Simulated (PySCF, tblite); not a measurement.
**C₆H₆FN: dynamics, then NMR shifts on frames, part 1 of 2**

Aim: move C₆H₆FN (`C#C[C@H]1C=C(F)CN1`) away from its starting geometry and see how NMR shifts follow the geometry.

The runs use tblite 0.8.0 and PySCF 2.14.0, with density-fitted response routines of our own; the level of theory stands in each step. All values are computed, except where a source is named. Atoms are numbered from 0 throughout.

### 1 The molecule as given

14 atoms, charge 0, multiplicity 1; geometry from: GFN2-xTB.

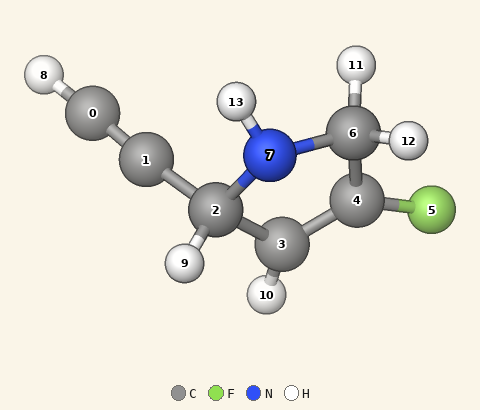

The starting geometry (carbon grey, fluorine green, nitrogen blue, hydrogen white), atoms numbered; sticks join atoms by distance.

### 2 Dynamics with GFN2-xTB

What the job is given:

```
{"job": {"kind": "md", "xc": "GFN2-xTB", "basis": "xTB", "temperature": 200, "steps": 2000, "every": 50, "frames": 5}, "charge": 0, "multiplicity": 1}
C      2.181708    -1.694905     0.459616
C      1.593174    -0.728580     0.068569
C      0.811528     0.440929    -0.319012
C     -0.239317     0.051807    -1.325554
C     -1.422983     0.119119    -0.744776
F     -2.606930    -0.179263    -1.293648
C     -1.352886     0.576972     0.679652
N      0.031347     1.014027     0.786880
H      2.722537    -2.536797     0.775734
H      1.494891     1.209863    -0.707398
H     -0.004480    -0.260542    -2.324122
H     -1.627771    -0.244407     1.360290
H     -2.027389     1.419008     0.873722
H      0.445895     0.812298     1.687881
```

Level: GFN2-xTB Langevin dynamics, gas phase.

Started as:

```
OMP_NUM_THREADS=1 python probes_run.py task.json out
```

One launch serves the whole session: the jobs run in the order shown.

Standard output:

```text
t/fs     T/K      E/eV
    0.0   154.9   -638.27867
   25.0   113.5   -638.09220
   50.0   146.6   -638.07217
   75.0   151.3   -638.02996
  100.0   181.3   -638.08505
  125.0   169.6   -638.00741
  150.0   170.7   -637.99789
  175.0   272.0   -638.05301
  200.0   189.5   -637.98491
  225.0   200.5   -638.00119
  250.0   153.8   -637.94179
  275.0   231.8   -638.11619
  300.0   125.1   -637.99861
  325.0   164.0   -637.95646
  350.0   228.3   -637.95458
  375.0   233.8   -638.01545
  400.0   221.6   -637.91625
  425.0   210.1   -637.83650
  450.0   180.5   -637.71029
  475.0   251.2   -637.76960
  500.0   291.0   -637.91257
  525.0   235.8   -637.93876
  550.0   202.1   -637.99238
  575.0   221.3   -637.98164
  600.0   235.6   -637.98619
  625.0   182.9   -637.92705
  650.0   121.8   -637.81330
  675.0   197.4   -637.93087
  700.0   153.2   -637.91822
  725.0   160.0   -637.99881
  750.0   182.7   -638.03032
  775.0   179.7   -638.03542
  800.0   213.3   -638.00261
  825.0   154.2   -637.98139
  850.0   153.2   -637.97802
  875.0   196.1   -638.09616
  900.0   129.3   -637.95433
  925.0   156.9   -638.03702
  950.0   159.9   -637.99395
  975.0   197.8   -638.01884
 1000.0   160.2   -637.96883
```

Run time: 8.3 s. Hardware: 1 thread of Intel Xeon 6975P-C, shared host; peak memory 0.18 GiB.

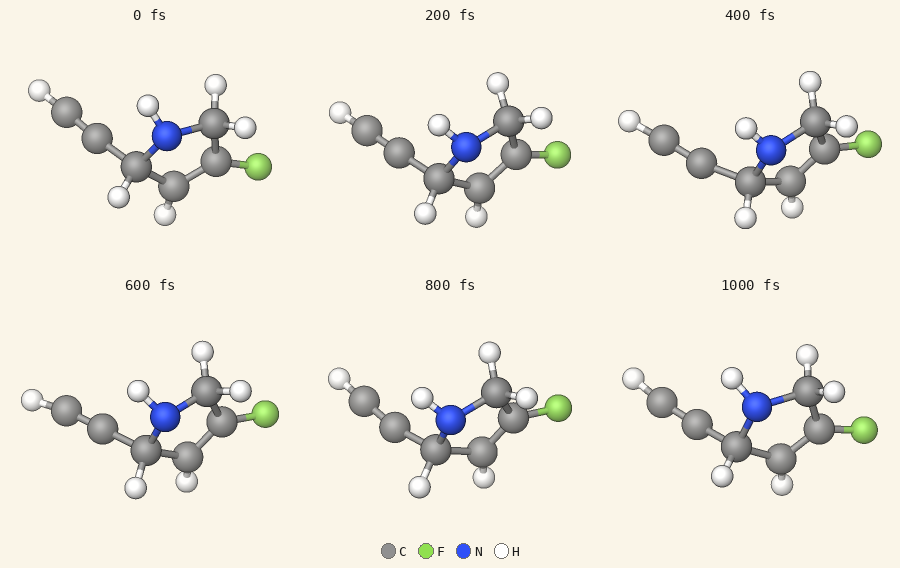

Frames of the run.

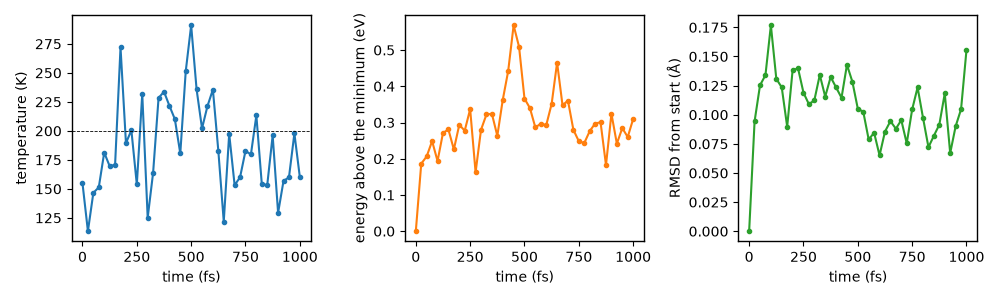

Temperature, potential energy and distance from the start.

Positions (Å) and forces (eV/Å) at 1000 fs:

```xyz
14

C     2.704   -2.015    0.528    1.312   -1.761    0.977
C     1.957   -1.173    0.166   -0.488    1.431   -0.539
C     1.163    0.021   -0.022   -0.945   -0.007    0.670
C    -0.082   -0.323   -0.814   -0.152    0.191   -0.077
C    -1.165   -0.251   -0.057    0.180    0.400    0.051
F    -2.423   -0.501   -0.465    0.282   -0.013    0.201
C    -0.868    0.130    1.357    1.217    1.532   -0.289
N     0.603    0.412    1.308   -0.665    0.137   -0.175
H     3.285   -2.800    0.948   -0.204    0.215   -0.420
H     1.774    0.891   -0.342   -0.296   -0.535   -0.361
H    -0.131   -0.698   -1.814    0.425    0.144   -0.271
H    -1.066   -0.700    1.976   -0.520   -0.946    1.048
H    -1.388    1.056    1.742    0.314   -0.857   -0.458
H     1.149    0.019    2.079   -0.460    0.069   -0.357
```

### 3 Shielding tensors: 250 fs, PBE0/pcSseg-1

What the job is given:

```
{"job": {"kind": "nmr", "xc": "PBE0", "basis": "pcSseg-1", "pop": false}, "charge": 0, "multiplicity": 1}
C      2.264800    -1.800400     0.243700
C      1.729700    -0.818200    -0.124000
C      0.770100     0.269400    -0.488800
C     -0.355800    -0.326500    -1.292500
C     -1.440900    -0.367700    -0.515100
F     -2.662200    -0.881100    -0.770600
C     -1.233400     0.255400     0.780400
N      0.079700     0.850100     0.669700
H      2.885200    -2.672700     0.500400
H      1.347100     1.064400    -0.941100
H     -0.427000    -0.703900    -2.260700
H     -1.392400    -0.414700     1.631500
H     -1.987700     1.085700     0.875800
H      0.705400     0.794100     1.473900
```

Method: GIAO PBE0/pcSseg-1 NMR shielding, non-relativistic, gas phase.

Standard output:

```text
coarse grid: 12384 points
cycle   1  E = -386.1148855886  dE =  1.393e+00  |g| = 5.678e-01  |ddm| = 3.608e+00
cycle   2  E = -386.0945842309  dE =  2.030e-02  |g| = 6.714e-01  |ddm| = 1.174e+00
cycle   3  E = -386.1799490955  dE = -8.536e-02  |g| = 1.092e-01  |ddm| = 5.723e-01
cycle   4  E = -386.1823508480  dE = -2.402e-03  |g| = 4.000e-02  |ddm| = 1.241e-01
cycle   5  E = -386.1827018264  dE = -3.510e-04  |g| = 1.205e-02  |ddm| = 4.097e-02
cycle   6  E = -386.1827275488  dE = -2.572e-05  |g| = 5.224e-03  |ddm| = 1.515e-02
cycle   7  E = -386.1827331504  dE = -5.602e-06  |g| = 1.793e-03  |ddm| = 5.221e-03
final grid: 122080 points
cycle   8  E = -386.2363390758  dE = -3.116e-05  |g| = 8.450e-03  |ddm| = 3.196e-02
cycle   9  E = -386.2363098711  dE =  2.920e-05  |g| = 1.425e-02  |ddm| = 1.963e-02
cycle  10  E = -386.2363549953  dE = -4.512e-05  |g| = 2.422e-03  |ddm| = 1.198e-02
cycle  11  E = -386.2363563578  dE = -1.363e-06  |g| = 5.244e-04  |ddm| = 1.984e-03
cycle  12  E = -386.2363564126  dE = -5.480e-08  |g| = 1.609e-04  |ddm| = 5.147e-04
cycle  13  E = -386.2363564171  dE = -4.535e-09  |g| = 2.722e-05  |ddm| = 1.486e-04
cycle  14  E = -386.2363564173  dE = -1.213e-10  |g| = 1.045e-05  |ddm| = 3.135e-05
converged SCF energy = -386.2363564173

GIAO shielding tensors (ppm)
atom      isotropic    diamagn.    paramagn.     s11        s22        s33       span
  0 C      106.683     257.803    -151.120     41.202     44.915    233.932    192.730
  1 C       95.381     270.439    -175.058     -8.744     -3.485    298.373    307.117
  2 C      131.169     240.042    -108.872    113.254    124.693    155.562     42.308
  3 C       76.147     255.675    -179.528    -26.105    109.354    145.193    171.298
  4 C        6.354     255.306    -248.952    -93.330     51.784     60.609    153.939
  5 F      299.635     471.792    -172.157    188.199    284.000    426.706    238.507
  6 C      135.923     244.871    -108.947    115.014    131.432    161.324     46.310
  7 N      213.382     321.264    -107.883    156.327    205.493    278.324    121.997
  8 H       28.445      30.848      -2.403     23.976     24.114     37.245     13.268
  9 H       27.208      27.016       0.192     22.203     26.457     32.965     10.763
 10 H       26.588      30.954      -4.366     23.545     26.124     30.094      6.549
 11 H       27.583      28.562      -0.979     23.903     26.401     32.446      8.543
 12 H       27.064      26.815       0.248     22.235     25.528     33.427     11.192
 13 H       30.693      32.378      -1.685     22.775     30.372     38.932     16.157
```

Wall time 15 s (1 thread of Intel Xeon 6975P-C, shared host); peak memory 0.74 GiB.

Shifts follow as δ = σ(reference) − σ, with reference shieldings (ppm) from runs at the same level and on the same kind of geometry: 1H TMS 31.72, 13C TMS 186.9, 19F CFCl3 170.9, 15N NH3 267.7. The references are single molecules in the gas phase, so shifts against H2O, NH3, PH3, H3PO4 or CFCl3 are not on the usual liquid scales and can be off by tens of ppm. Each atom is listed at this fixed geometry, with no averaging over motion; a spectrum would average atoms that exchange fast.

```
atoms                                 environment  σ (ppm)  δ (ppm)
   C4             fully substituted alkene carbon      6.4    180.6
   C3                                   alkene CH     76.1    110.8
   C1                               alkyne carbon     95.4     91.5
   C0                      terminal alkyne carbon    106.7     80.2
   C2                  allylic sp3 CH bonded to N    131.2     55.8
   C6                 allylic sp3 CH2 bonded to N    135.9     51.0
  H10                    hydrogen on an alkene CH    26.59     5.13
  H12  hydrogen on an allylic sp3 CH2 bonded to N    27.06     4.65
   H9   hydrogen on an allylic sp3 CH bonded to N    27.21     4.51
  H11  hydrogen on an allylic sp3 CH2 bonded to N    27.58     4.13
   H8        hydrogen on a terminal alkyne carbon    28.45     3.27
  H13               hydrogen on an amine nitrogen    30.69     1.02
   F5                            vinylic fluorine    299.6   -128.7
   N7                              amine nitrogen    213.4     54.3
```

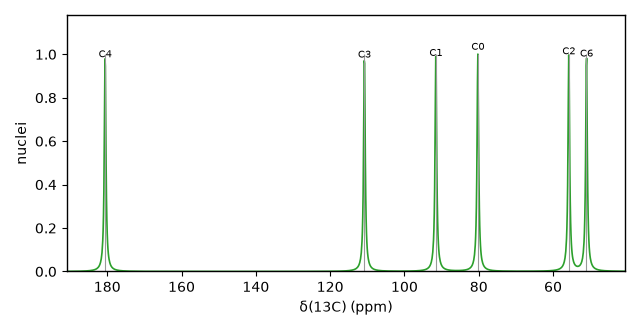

13C lines at the computed shifts, without couplings. Lines are broadened to a width of 0.52 ppm (Lorentzian).

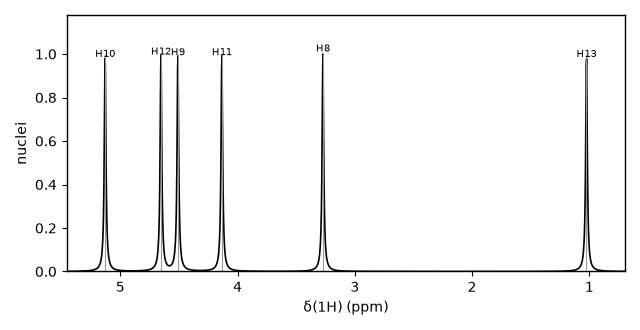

1H lines at the computed shifts, without couplings. Lines are broadened to a width of 0.02 ppm (Lorentzian).

Ring of atoms C2, C3, C4, C6, N7: NICS(0) -6.0, NICS(1) -2.5, NICS(1)zz -3.2 ppm (means of both faces).

### 4 Shielding tensors: 425 fs, PBE0/pcSseg-1

What the job is given:

```
{"job": {"kind": "nmr", "xc": "PBE0", "basis": "pcSseg-1", "pop": false}, "charge": 0, "multiplicity": 1}
C      2.766300    -1.697100     0.086500
C      1.853900    -0.968700    -0.215800
C      0.776600     0.040900    -0.562400
C     -0.415900    -0.600100    -1.163900
C     -1.465800    -0.509400    -0.311600
F     -2.721800    -1.069300    -0.433200
C     -1.064600     0.131000     0.960700
N      0.262100     0.640100     0.730000
H      3.563500    -2.311700     0.319000
H      1.274500     0.810700    -1.105000
H     -0.404600    -1.214700    -2.099500
H     -1.102700    -0.574200     1.783800
H     -1.808400     0.904500     1.216000
H      0.903500     0.714300     1.558200
```

Level: GIAO PBE0/pcSseg-1 NMR shielding, non-relativistic, gas phase.

Standard output:

```text
coarse grid: 12384 points
cycle   1  E = -386.1140653013  dE =  1.194e+00  |g| = 5.587e-01  |ddm| = 3.652e+00
cycle   2  E = -386.0829888601  dE =  3.108e-02  |g| = 7.134e-01  |ddm| = 1.082e+00
cycle   3  E = -386.1764679661  dE = -9.348e-02  |g| = 1.120e-01  |ddm| = 5.732e-01
cycle   4  E = -386.1789563825  dE = -2.488e-03  |g| = 4.309e-02  |ddm| = 1.290e-01
cycle   5  E = -386.1793275661  dE = -3.712e-04  |g| = 1.825e-02  |ddm| = 4.294e-02
cycle   6  E = -386.1793951852  dE = -6.762e-05  |g| = 6.322e-03  |ddm| = 1.652e-02
cycle   7  E = -386.1794037960  dE = -8.611e-06  |g| = 2.313e-03  |ddm| = 5.960e-03
final grid: 122080 points
cycle   8  E = -386.2336332317  dE = -3.485e-05  |g| = 7.957e-03  |ddm| = 4.800e-02
cycle   9  E = -386.2336187987  dE =  1.443e-05  |g| = 1.158e-02  |ddm| = 1.703e-02
cycle  10  E = -386.2336476428  dE = -2.884e-05  |g| = 1.669e-03  |ddm| = 1.039e-02
cycle  11  E = -386.2336482296  dE = -5.868e-07  |g| = 6.060e-04  |ddm| = 1.790e-03
cycle  12  E = -386.2336483081  dE = -7.853e-08  |g| = 2.191e-04  |ddm| = 6.428e-04
cycle  13  E = -386.2336483181  dE = -9.958e-09  |g| = 5.068e-05  |ddm| = 1.723e-04
cycle  14  E = -386.2336483186  dE = -4.842e-10  |g| = 2.256e-05  |ddm| = 5.755e-05
converged SCF energy = -386.2336483186

GIAO shielding tensors (ppm)
atom      isotropic    diamagn.    paramagn.     s11        s22        s33       span
  0 C      109.169     255.535    -146.366     41.745     47.395    238.367    196.623
  1 C       94.556     268.988    -174.432    -13.114     -1.541    298.324    311.438
  2 C      127.229     235.627    -108.397    107.478    123.953    150.256     42.778
  3 C       74.185     256.571    -182.386    -25.289    106.284    141.561    166.850
  4 C        2.169     254.110    -251.941    -92.356     43.831     55.033    147.390
  5 F      285.061     471.387    -186.326    161.725    291.383    402.074    240.349
  6 C      136.644     244.193    -107.549    115.515    131.990    162.426     46.911
  7 N      209.073     322.199    -113.126    136.065    215.978    275.176    139.111
  8 H       30.373      34.215      -3.842     25.516     25.602     40.000     14.484
  9 H       26.984      27.221      -0.237     22.696     26.165     32.092      9.396
 10 H       25.572      27.758      -2.186     23.020     24.986     28.709      5.689
 11 H       27.712      28.625      -0.914     23.513     26.580     33.042      9.529
 12 H       27.709      27.143       0.565     23.226     26.092     33.808     10.583
 13 H       29.719      30.669      -0.950     21.961     29.420     37.777     15.816
```

It took 15 s on 1 thread of Intel Xeon 6975P-C, shared host; peak memory 0.75 GiB.

Key values: δ C4 184.8, C3 112.7, C1 92.4, C0 77.8, H10 6.15, H9 4.73 ppm.

(Continued in part 2 of 2.)
